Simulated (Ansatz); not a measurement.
## Electronic structure of AlFH$_{3}$OSi (charge −1) in real space

```yaml
atoms:
  - { symbol: F, position_ang: [-0.9616, -1.8657, -1.3370] }
  - { symbol: Al, position_ang: [-0.0438, -0.9396, -0.2286] }
  - { symbol: O, position_ang: [-0.3138, 2.0265, 0.5978] }
  - { symbol: Si, position_ang: [-1.2813, 0.7943, 1.2128] }
  - { symbol: H, position_ang: [0.9570, -1.9265, 0.6098] }
  - { symbol: H, position_ang: [0.2819, 1.6652, -0.0889] }
  - { symbol: H, position_ang: [0.8367, 0.2259, -1.0446] }
```

Geometry: PBE0-D4/def2-TZVPD.

The calculation used RKS PBE0-D4/def2-TZVPPD in Ansatz 0.2.0.

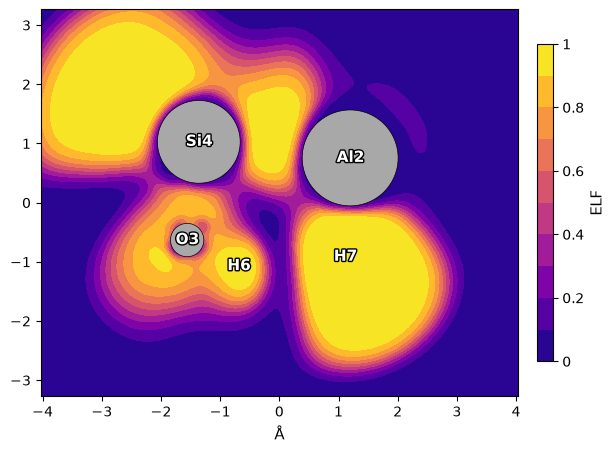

Figure 1. ELF on the plane of atoms Si4, Al2 and H7. Grey discs cover the atomic cores.

Read the bonding off the picture.

The plane passes through Al, O, Si and H nuclei. Si–O (1.68 Å): the ELF peaks at about 0.85 between the atoms, as expected for a shared but strongly polarised pair. Al–Si (2.57 Å): the ELF peaks at about 1 between the atoms (a covalent bond). O–H (0.98 Å): the ELF climbs to about 1 towards the hydrogen, as it does in any bond to H: a covalent bond by its length. The ELF also peaks beside O3 and Si4, away from the bonds: lone-pair regions.

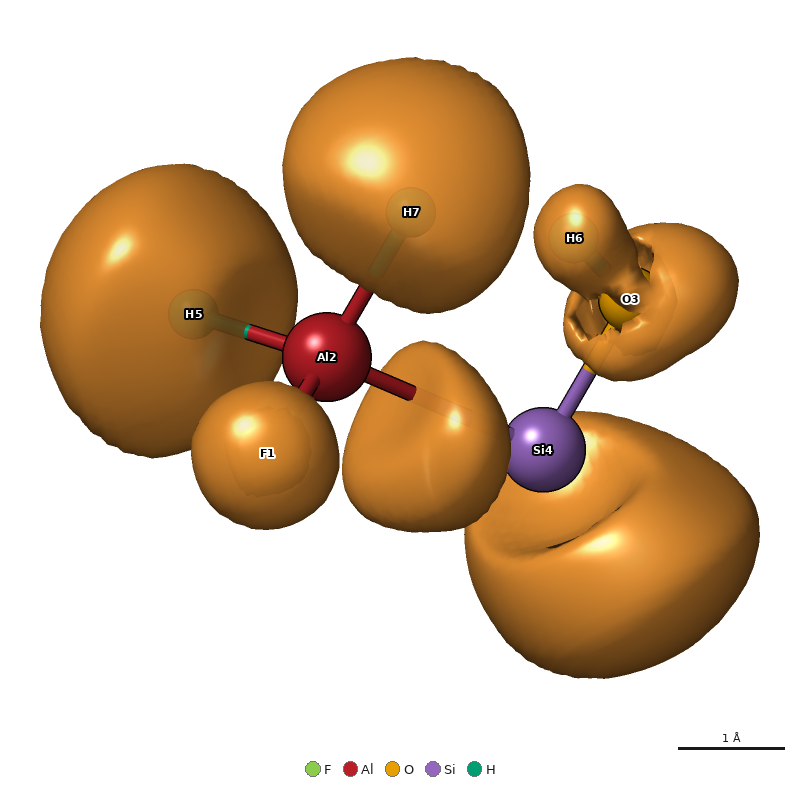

Figure 2. Isosurface of the ELF at 0.8 (orange), seen at a tilt. Core shells and regions of very low density are left out.

Describe the localisation domains.

At this value the surface marks out two regions around hydrogen nuclei, one region on Si in which the atom's valence shell and bonds are merged, one lobe on Si, pointing away from the bonds (lone pairs), one region wrapped around F (its valence shell) and one joined region spread over several atoms (H, O), in which their bonds and any lone pairs are merged.


 Al–F (1.71 Å): the ELF peaks at about 0.85 in the valence shell of F, 0.6 Å from its nucleus, and is about 0.35 at the midpoint.

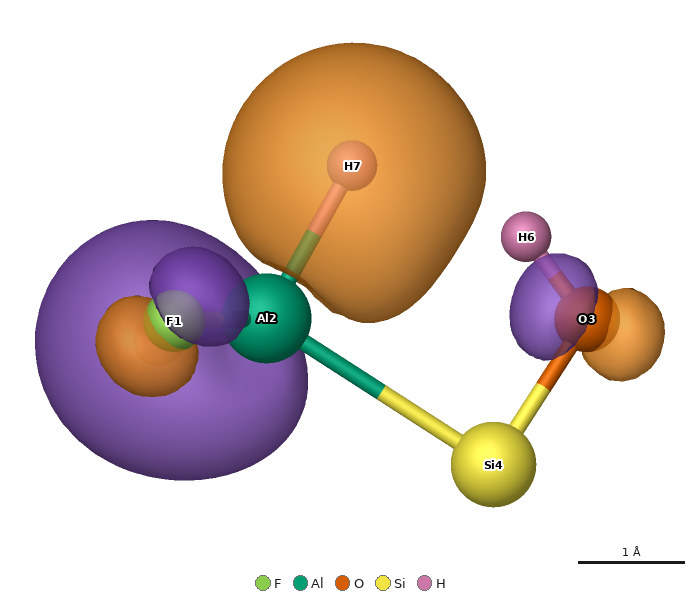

Figure 3. The HOMO−1 at ±0.1 Å⁻³ᐟ² (orange and purple are the two phases), seen at an oblique angle.

Describe this orbital and give its energy.

It lies mainly on H5 (about 30 %), Al2 (about 30 %) and H7 (about 30 %). Its energy is −3.19 eV.
